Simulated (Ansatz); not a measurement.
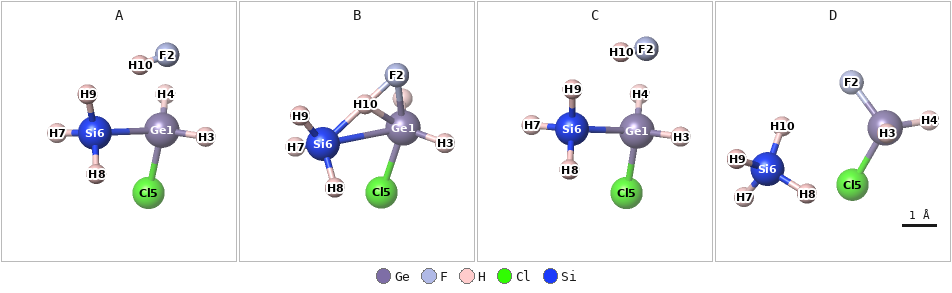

4 geometries from a converged minimum-energy path of GeSiH6ClF, made up at the start of GeH$_{2}$ClF and SiH$_{4}$, shuffled. The picture is a ball-and-stick view, seen at a tilt.

Level of theory: RKS PBE0-D4/def2-SVP in Ansatz. Settings: 7 movable images; climbing image; force threshold 0.05 eV/Å; iteration limit 60; starting path through a guess of the saddle point.

Which of them lies highest in energy?

Answer. B. In order along the path, whose images run from 0 to 8: D (image 0, 0.00 eV), B (image 4, +2.11 eV), A (image 7, +0.45 eV), C (image 8, +0.38 eV). Breaking: Ge1–F2 (1.73 → 2.00 at the top → 2.90 Å), Si6–H10 (1.49 → 1.74 at the top → 2.81 Å). Forming: F2–H10 (2.86 → 1.30 at the top → 0.93 Å), Ge1–Si6 (4.13 → 2.75 at the top → 2.38 Å).

Limits of the set-up: the start holds two separate molecules, 2.9 Å apart at their closest, whose relative position is a soft coordinate.

Cost: 7.4 min on 4 threads of Arm Neoverse V1, on a shared host, peak memory 0.32 GiB.
